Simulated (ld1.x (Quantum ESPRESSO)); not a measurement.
Pseudopotential generation, with input and output: O

- system: oxygen (O, Z = 8), core [He], reference valence 2s2 2p4, valence charge 6.
- method: TM potential, PBE, scalar-relativistic, made with ld1.x (Quantum ESPRESSO) 7.5

**Key numbers**

- outcome: generated
- cutoffs needed: 140 Ry and 300 Ry (the cutoffs, on a coarse ladder, from which the occupation-weighted sum of valence levels, in a spherical-Bessel basis at the reference potential, stays within 10 and 1 mRy of its value at 400 Ry); ghost states and empty shells don't enter this sum
- ghost test: no ghost state below the valence levels in the s, p, d, f channels (spherical-Bessel basis up to 400 Ry, 20 bohr box)
- largest excitation error: +473 meV (all-electron minus pseudo) for 2s2 2p1, out of 7 test configurations
- range over which the phases arctan(r u′/u) at the test radius agree within 0.05 rad (a looser test near the poles than one of phase shifts): s: over the whole range computed; p: up to about 2.7 Ry; d: over the whole range computed
- hardware: 1 CPU thread, shared host
- wall time: 0.69 s

**Remarks**

An excitation error of 473 meV in its own tests makes this a poorly transferable potential.

**Input file**
```
 &input
   title='O', zed=8., rel=1, dft='PBE', iswitch=3,
   config='[He] 2s2 2p4 3d-2',
   nld=3, rlderiv=2.05, eminld=-4.0, emaxld=5.0, deld=0.02
 /
 &inputp
   pseudotype=2, tm=.true., lloc=-1, rcloc=0.70,
   nlcc=.false.,
   file_pseudopw='O.UPF', file_wfcaegen='ae.wfc', file_wfcncgen='nc.wfc', file_beta='beta', file_chi='chi'
 /
3
2S  1  0   2.00   0.00  0.65  0.65  0.0
2P  2  1   4.00   0.00  1.30  1.30  0.0
3D  3  2  -2.00   0.50  1.86  1.86  0.0
 &test
   configts(1)='2s2 2p4'
 /
```

**Input of the test run**
```
 &input
   title='O', zed=8., rel=1, dft='PBE', iswitch=2,
   config='[He] 2s2 2p4 3d-2'
 /
 &test
   file_pseudo='O.UPF', nconf=8,
   configts(1)='2s2 2p4',
   configts(2)='2s2 2p3',
   configts(3)='2s2 2p2',
   configts(4)='2s2 2p1',
   configts(5)='2s0 2p6',
   configts(6)='2s2 2p3.5',
   configts(7)='2s1 2p5',
   configts(8)='2s1 2p4'
 /
```

Run as:
```bash
ld1.x < O.in > O.out
```

**Output**
```
     Program LD1 v.7.5
     --------------------------- All-electron run ----------------------------

     O
     scalar relativistic calculation

     atomic number is  8.00
     dft =PBE   lsd =0 sic =0 latt =0  beta=0.20 tr2=1.0E-14
     Exchange-correlation= PBE
                           (   1   4   3   4   0   0   0)
     mesh =1095 r(mesh) =  99.04343 a.u. xmin = -7.00 dx = 0.01250
     1 Ry =  13.60569312 eV, c = 137.03599908

     n l     nl                  e(Ry)          e(Ha)          e(eV)
     1 0     1S 1( 2.00)       -37.8295       -18.9148      -514.6969
     2 0     2S 1( 2.00)        -1.7611        -0.8806       -23.9616
     2 1     2P 1( 4.00)        -0.6637        -0.3319        -9.0308

     final scf error:  9.7E-15 reached in  23 iterations

     Etot =    -150.004152 Ry,     -75.002076 Ha,   -2040.910458 eV

     Ekin =     149.791567 Ry,      74.895784 Ha,    2038.018097 eV
     Encl =    -356.113718 Ry,    -178.056859 Ha,   -4845.173959 eV
     Eh   =      72.868749 Ry,      36.434374 Ha,     991.429835 eV
     Exc  =     -16.550750 Ry,      -8.275375 Ha,    -225.184431 eV

     normalization and overlap integrals

     s(1S/1S) =  1.000000  <r> =   0.1995  <r2> =    0.0538  r(max) =   0.1298
     s(2S/2S) =  1.000000  <r> =   1.1394  <r2> =    1.5805  r(max) =   0.8677
     s(2P/2P) =  1.000000  <r> =   1.2657  <r2> =    2.1375  r(max) =   0.8151

     ------------------------ End of All-electron run ------------------------

     --------------------- Generating NC pseudopotential ---------------------

      Generating local potential from pseudized AE potential:
      Matching radius rcloc =   0.7000

      Local pseudo, rcloc= 0.702 Estimated cut-off energy=    48.52 Ry

      Wfc   2S  rcut= 0.651  Using Troullier-Martins method

      Wfc   2P  rcut= 1.311  Using Troullier-Martins method

      Wfc   3D  rcut= 1.860  Using Troullier-Martins method

     ------------------- End of pseudopotential generation -------------------

     --------------------------- All-electron run ----------------------------

     O
     scalar relativistic calculation

     atomic number is  8.00
     dft =PBE   lsd =0 sic =0 latt =0  beta=0.20 tr2=1.0E-14
     Exchange-correlation= PBE
                           (   1   4   3   4   0   0   0)
     mesh =1095 r(mesh) =  99.04343 a.u. xmin = -7.00 dx = 0.01250
     1 Ry =  13.60569312 eV, c = 137.03599908

     n l     nl                  e(Ry)          e(Ha)          e(eV)
     1 0     1S 1( 2.00)       -37.8295       -18.9148      -514.6969
     2 0     2S 1( 2.00)        -1.7611        -0.8806       -23.9616
     2 1     2P 1( 4.00)        -0.6637        -0.3319        -9.0308

     final scf error:  9.7E-15 reached in  23 iterations

     Etot =    -150.004152 Ry,     -75.002076 Ha,   -2040.910458 eV

     Ekin =     149.791567 Ry,      74.895784 Ha,    2038.018097 eV
     Encl =    -356.113718 Ry,    -178.056859 Ha,   -4845.173959 eV
     Eh   =      72.868749 Ry,      36.434374 Ha,     991.429835 eV
     Exc  =     -16.550750 Ry,      -8.275375 Ha,    -225.184431 eV

     normalization and overlap integrals

     s(1S/1S) =  1.000000  <r> =   0.1995  <r2> =    0.0538  r(max) =   0.1298
     s(2S/2S) =  1.000000  <r> =   1.1394  <r2> =    1.5805  r(max) =   0.8677
     s(2P/2P) =  1.000000  <r> =   1.2657  <r2> =    2.1375  r(max) =   0.8151

     ------------------------ End of All-electron run ------------------------

     Computing logarithmic derivative in   2.04281
     Computing logarithmic derivative in   2.04281
     Computing the partial wave expansion
     R is outside the sphere for l=    0 j= 0.00
     R is outside the sphere for l=    1 j= 0.00
     R is outside the sphere for l=    2 j= 0.00

     ---------------------- Testing the pseudopotential ----------------------

     O
     scalar relativistic calculation

     atomic number is  8.00   valence charge is  6.00
     dft =PBE   lsd =0 sic =0 latt =0  beta=0.20 tr2=1.0E-14
     mesh =1095 r(mesh) =  99.04343 xmin = -7.00 dx = 0.01250

     n l     nl             e AE (Ry)        e PS (Ry)    De AE-PS (Ry)
     1 0     2S   1( 2.00)       -1.76114       -1.76115        0.00001
     2 1     2P   1( 4.00)       -0.66375       -0.66376        0.00001

     eps = 3.5E-15  iter =  6

     Etot =    -150.004152 Ry,     -75.002076 Ha,   -2040.910458 eV
     Etotps =   -31.447882 Ry,     -15.723941 Ha,    -427.870228 eV

     Ekin =      21.596867 Ry,      10.798434 Ha,     293.840347 eV
     Encl =     -74.734835 Ry,     -37.367417 Ha,   -1016.819226 eV
     Ehrt =      27.179257 Ry,      13.589629 Ha,     369.792630 eV
     Ecxc =      -6.489015 Ry,      -3.244508 Ha,     -88.287551 eV
     Epseu=       0.999844 Ry,       0.499922 Ha,      13.603572 eV

     ---------------------- End of pseudopotential test ----------------------
```

**Output of the test run (extracts)**
```
     ---------------------- Testing the pseudopotential ----------------------

     O
     scalar relativistic calculation

     atomic number is  8.00   valence charge is  6.00
     dft =PBE   lsd =0 sic =0 latt =0  beta=0.20 tr2=1.0E-14
     mesh =1095 r(mesh) =  99.04343 xmin = -7.00 dx = 0.01250

     n l     nl             e AE (Ry)        e PS (Ry)    De AE-PS (Ry)
     1 0     2S   1( 2.00)       -1.76114       -1.76115        0.00001
     2 1     2P   1( 4.00)       -0.66375       -0.66376        0.00001

     eps = 1.4E-16  iter =  6

     Etot =    -150.004152 Ry,     -75.002076 Ha,   -2040.910457 eV
     Etotps =   -31.447882 Ry,     -15.723941 Ha,    -427.870229 eV

     Ekin =      21.596867 Ry,      10.798434 Ha,     293.840346 eV
     Encl =     -74.734835 Ry,     -37.367417 Ha,   -1016.819226 eV
     Ehrt =      27.179257 Ry,      13.589629 Ha,     369.792630 eV
     Ecxc =      -6.489015 Ry,      -3.244508 Ha,     -88.287551 eV
     Epseu=       0.999844 Ry,       0.499922 Ha,      13.603572 eV

     ---------------------- End of pseudopotential test ----------------------

     ---------------------- Testing the pseudopotential ----------------------

     O
     scalar relativistic calculation

     atomic number is  8.00   valence charge is  6.00
     dft =PBE   lsd =0 sic =0 latt =0  beta=0.20 tr2=1.0E-14
     mesh =1095 r(mesh) =  99.04343 xmin = -7.00 dx = 0.01250

     n l     nl             e AE (Ry)        e PS (Ry)    De AE-PS (Ry)
     1 0     2S   1( 2.00)       -2.91523       -2.91629        0.00107
     2 1     2P   1( 3.00)       -1.79705       -1.79491       -0.00214

     eps = 8.7E-15  iter = 16

     Etot =    -148.796508 Ry,     -74.398254 Ha,   -2024.479622 eV
     Etotps =   -30.240838 Ry,     -15.120419 Ha,    -411.447564 eV
     dEtot_ae =       1.207644 Ry
     dEtot_ps =       1.207044 Ry,   Delta E=       0.000601 Ry

     Ekin =      19.641588 Ry,       9.820794 Ha,     267.237415 eV
     Encl =     -66.441833 Ry,     -33.220917 Ha,    -903.987193 eV
     Ehrt =      20.659281 Ry,      10.329641 Ha,     281.083841 eV
     Ecxc =      -5.587333 Ry,      -2.793667 Ha,     -76.019539 eV
     Epseu=       1.487459 Ry,       0.743730 Ha,      20.237912 eV

     ---------------------- End of pseudopotential test ----------------------

     ---------------------- Testing the pseudopotential ----------------------

     O
     scalar relativistic calculation

     atomic number is  8.00   valence charge is  6.00
     dft =PBE   lsd =0 sic =0 latt =0  beta=0.20 tr2=1.0E-14
     mesh =1095 r(mesh) =  99.04343 xmin = -7.00 dx = 0.01250

     n l     nl             e AE (Ry)        e PS (Ry)    De AE-PS (Ry)
     1 0     2S   1( 2.00)       -4.28836       -4.28728       -0.00108
     2 1     2P   1( 2.00)       -3.17823       -3.16469       -0.01355  !

     eps = 9.6E-15  iter = 26

     Etot =    -146.327963 Ry,     -73.163981 Ha,   -1990.893355 eV
     Etotps =   -27.778845 Ry,     -13.889423 Ha,    -377.950443 eV
     dEtot_ae =       3.676189 Ry
     dEtot_ps =       3.669037 Ry,   Delta E=       0.007153 Ry

     Ekin =      16.230062 Ry,       8.115031 Ha,     220.821242 eV
     Encl =     -55.961081 Ry,     -27.980540 Ha,    -761.389293 eV
     Ehrt =      14.179293 Ry,       7.089646 Ha,     192.919107 eV
     Ecxc =      -4.483323 Ry,      -2.241661 Ha,     -60.998717 eV
     Epseu=       2.256204 Ry,       1.128102 Ha,      30.697217 eV

     ---------------------- End of pseudopotential test ----------------------

     ---------------------- Testing the pseudopotential ----------------------

     O
     scalar relativistic calculation

     atomic number is  8.00   valence charge is  6.00
     dft =PBE   lsd =0 sic =0 latt =0  beta=0.20 tr2=1.0E-14
     mesh =1095 r(mesh) =  99.04343 xmin = -7.00 dx = 0.01250

     n l     nl             e AE (Ry)        e PS (Ry)    De AE-PS (Ry)
     1 0     2S   1( 2.00)       -5.84242       -5.82913       -0.01328  !
     2 1     2P   1( 1.00)       -4.77428       -4.72722       -0.04706  !

     eps = 4.4E-17  iter = 14

     Etot =    -142.368669 Ry,     -71.184335 Ha,   -1937.024424 eV
     Etotps =   -23.847134 Ry,     -11.923567 Ha,    -324.456790 eV
     dEtot_ae =       7.635483 Ry
     dEtot_ps =       7.600748 Ry,   Delta E=       0.034735 Ry

     Ekin =      11.297674 Ry,       5.648837 Ha,     153.712687 eV
     Encl =     -43.598649 Ry,     -21.799325 Ha,    -593.189843 eV
     Ehrt =       8.402016 Ry,       4.201008 Ha,     114.315257 eV
     Ecxc =      -3.256459 Ry,      -1.628230 Ha,     -44.306387 eV
     Epseu=       3.308284 Ry,       1.654142 Ha,      45.011496 eV

     ---------------------- End of pseudopotential test ----------------------

     ---------------------- Testing the pseudopotential ----------------------

     O
     scalar relativistic calculation

     atomic number is  8.00   valence charge is  6.00
     dft =PBE   lsd =0 sic =0 latt =0  beta=0.20 tr2=1.0E-14
     mesh =1095 r(mesh) =  99.04343 xmin = -7.00 dx = 0.01250

     n l     nl             e AE (Ry)        e PS (Ry)    De AE-PS (Ry)
     1 0     2S   1( 0.00)       -1.82640       -1.82526       -0.00115
     2 1     2P   1( 6.00)       -0.72363       -0.72542        0.00179

     eps = 2.7E-15  iter = 10

     Etot =    -147.803835 Ry,     -73.901918 Ha,   -2010.973626 eV
     Etotps =   -29.250621 Ry,     -14.625311 Ha,    -397.974979 eV
     dEtot_ae =       2.200316 Ry
     dEtot_ps =       2.197260 Ry,   Delta E=       0.003056 Ry

     Ekin =      27.889108 Ry,      13.944554 Ha,     379.450643 eV
     Encl =     -74.662040 Ry,     -37.331020 Ha,   -1015.828806 eV
     Ehrt =      26.780000 Ry,      13.390000 Ha,     364.360459 eV
     Ecxc =      -6.407462 Ry,      -3.203731 Ha,     -87.177962 eV
     Epseu=      -2.850227 Ry,      -1.425114 Ha,     -38.779314 eV

     ---------------------- End of pseudopotential test ----------------------

     ---------------------- Testing the pseudopotential ----------------------

     O
     scalar relativistic calculation

     atomic number is  8.00   valence charge is  6.00
     dft =PBE   lsd =0 sic =0 latt =0  beta=0.20 tr2=1.0E-14
     mesh =1095 r(mesh) =  99.04343 xmin = -7.00 dx = 0.01250

     n l     nl             e AE (Ry)        e PS (Ry)    De AE-PS (Ry)
     1 0     2S   1( 2.00)       -2.30727       -2.30792        0.00065
     2 1     2P   1( 3.50)       -1.19639       -1.19592       -0.00046

     eps = 7.6E-15  iter = 14

     Etot =    -149.542165 Ry,     -74.771082 Ha,   -2034.624804 eV
     Etotps =   -30.985948 Ry,     -15.492974 Ha,    -421.585306 eV
     dEtot_ae =       0.461987 Ry
     dEtot_ps =       0.461933 Ry,   Delta E=       0.000054 Ry

     Ekin =      20.795308 Ry,      10.397654 Ha,     282.934581 eV
     Encl =     -70.886531 Ry,     -35.443266 Ha,    -964.460387 eV
     Ehrt =      23.965726 Ry,      11.982863 Ha,     326.070319 eV
     Ecxc =      -6.069028 Ry,      -3.034514 Ha,     -82.573328 eV
     Epseu=       1.208576 Ry,       0.604288 Ha,      16.443509 eV

     ---------------------- End of pseudopotential test ----------------------

     ---------------------- Testing the pseudopotential ----------------------

     O
     scalar relativistic calculation

     atomic number is  8.00   valence charge is  6.00
     dft =PBE   lsd =0 sic =0 latt =0  beta=0.20 tr2=1.0E-14
     mesh =1095 r(mesh) =  99.04343 xmin = -7.00 dx = 0.01250

     n l     nl             e AE (Ry)        e PS (Ry)    De AE-PS (Ry)
     1 0     2S   1( 1.00)       -1.79485       -1.79445       -0.00040
     2 1     2P   1( 5.00)       -0.69467       -0.69582        0.00115

     eps = 4.8E-16  iter = 14

     Etot =    -148.905333 Ry,     -74.452667 Ha,   -2025.960272 eV
     Etotps =   -30.349888 Ry,     -15.174944 Ha,    -412.931262 eV
     dEtot_ae =       1.098818 Ry
     dEtot_ps =       1.097994 Ry,   Delta E=       0.000825 Ry

     Ekin =      24.727752 Ry,      12.363876 Ha,     336.438208 eV
     Encl =     -74.685569 Ry,     -37.342784 Ha,   -1016.148926 eV
     Ehrt =      26.970670 Ry,      13.485335 Ha,     366.954654 eV
     Ecxc =      -6.445195 Ry,      -3.222597 Ha,     -87.691340 eV
     Epseu=      -0.917547 Ry,      -0.458773 Ha,     -12.483858 eV

     ---------------------- End of pseudopotential test ----------------------

     ---------------------- Testing the pseudopotential ----------------------

     O
     scalar relativistic calculation

     atomic number is  8.00   valence charge is  6.00
     dft =PBE   lsd =0 sic =0 latt =0  beta=0.20 tr2=1.0E-14
     mesh =1095 r(mesh) =  99.04343 xmin = -7.00 dx = 0.01250

     n l     nl             e AE (Ry)        e PS (Ry)    De AE-PS (Ry)
     1 0     2S   1( 1.00)       -2.92540       -2.92848        0.00308
     2 1     2P   1( 4.00)       -1.80506       -1.80754        0.00248

     eps = 4.4E-15  iter = 11

     Etot =    -147.677224 Ry,     -73.838612 Ha,   -2009.250990 eV
     Etotps =   -29.119756 Ry,     -14.559878 Ha,    -396.194467 eV
     dEtot_ae =       2.326928 Ry
     dEtot_ps =       2.328126 Ry,   Delta E=      -0.001198 Ry

     Ekin =      23.152955 Ry,      11.576477 Ha,     315.011998 eV
     Encl =     -66.637915 Ry,     -33.318958 Ha,    -906.655027 eV
     Ehrt =      20.590063 Ry,      10.295031 Ha,     280.142074 eV
     Ecxc =      -5.571443 Ry,      -2.785721 Ha,     -75.803339 eV
     Epseu=      -0.653416 Ry,      -0.326708 Ha,      -8.890173 eV

     ---------------------- End of pseudopotential test ----------------------
```

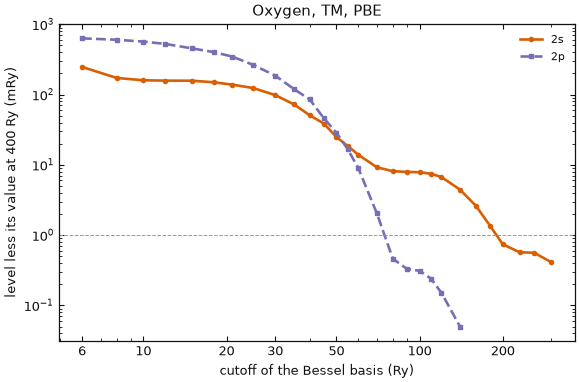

*The pseudo-atom Hamiltonian at the reference potential is diagonalised in spherical Bessel functions (20 bohr box) up to the cutoff. Curves: distance of each valence level from its value at 400 Ry.*

- Cutoffs from which each level stays within 1 mRy: 2s: 200 Ry; 2p: 80 Ry.
- Hardest occupied shell: 2s: its level needs 200 Ry to come within 1 mRy, against 80 Ry for 2p.
- Cutoffs for 10 and 1 mRy in the occupation-weighted sum of levels: 140 Ry and 300 Ry, on the ladder of cutoffs that was run.

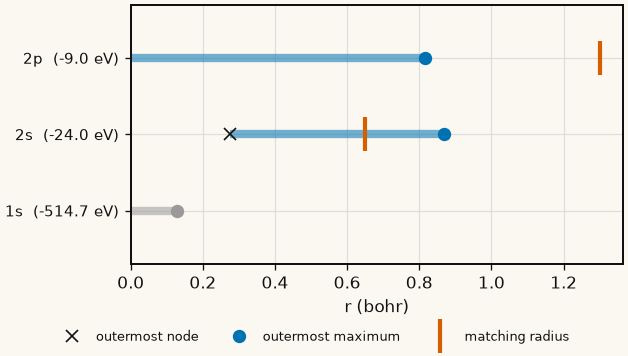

*Outer shells of the all-electron reference atom: each bar runs from the outermost node (or the nucleus) to the outermost maximum of u(r); the tick is the radius chosen for the pseudo-wave. Shells without a tick have no pseudo-wave of their own. Levels, nodes and maxima are from ld1.x, scalar-relativistic.*

- Radii against the shells: 2s: 0.65 bohr, between node and maximum; 2p: 1.30 bohr, outside the maximum.

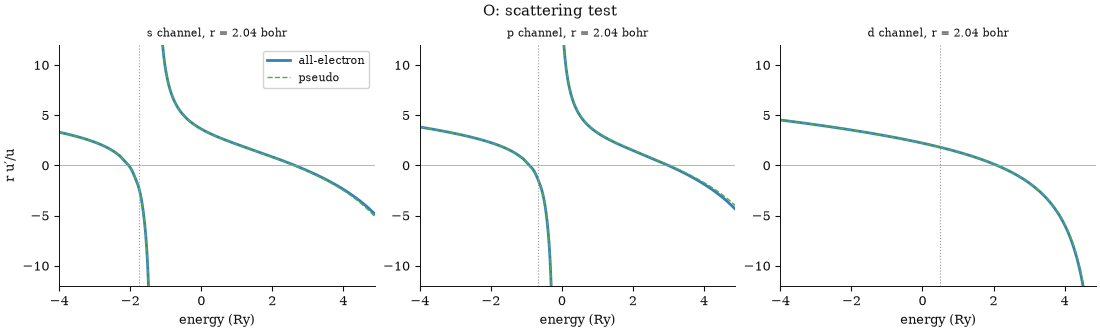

*Logarithmic derivatives r u′/u at the test radius against energy, all-electron atom (solid) and pseudo-atom (dashed). Here u = r R(r). The dotted line marks the reference energy of the channel.*

- Poles, where the radial function vanishes at the test radius: s: all-electron at -1.3 Ry, pseudo at -1.3 Ry; p: all-electron at -0.2 Ry, pseudo at -0.2 Ry; d: all-electron at no energy in the range, pseudo at no energy in the range.
- Ghost states: the plot shows none: pseudo and all-electron curves have the same branches in all channels drawn. The separate test gives: no ghost state below the valence levels in the s, p, d, f channels.
- Zeros of the logarithmic derivative: s: all-electron -2.0 and 2.6 Ry, pseudo -2.0 and 2.6 Ry; p: all-electron -0.9 and 3.0 Ry, pseudo -0.9 and 3.0 Ry; d: all-electron 2.1 Ry, pseudo 2.1 Ry.

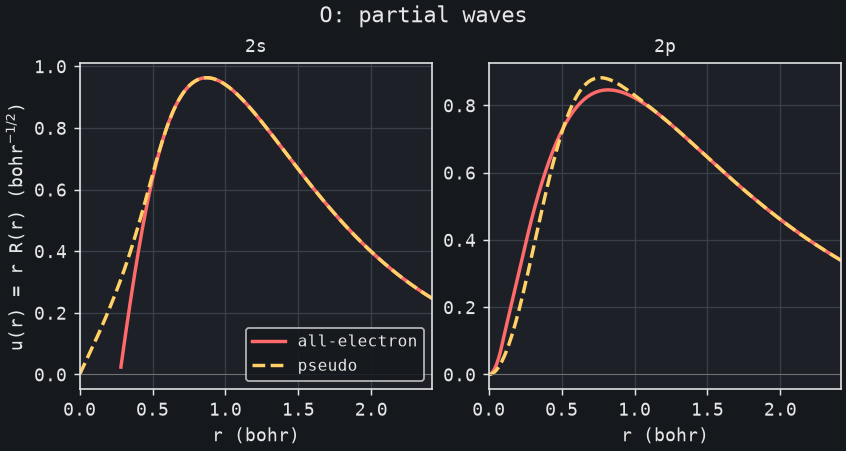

*Pseudo-waves (dashed) against the all-electron radial functions (solid). The innermost oscillations of some all-electron curves aren't drawn. Reference configuration 2s2 2p4.*

- Matching radii: 2s at 0.65 bohr; 2p at 1.30 bohr. The curves merge smoothly, so the plot gives these only roughly.
- Nodes of the pseudo-waves: 2s has no node; 2p has no node.
- Cutoffs needed: 140 Ry (loose) and 300 Ry (tight), as the cutoffs, on a coarse ladder, from which the occupation-weighted sum of valence levels, in a spherical-Bessel basis at the reference potential, stays within 10 and 1 mRy of its value at 400 Ry.
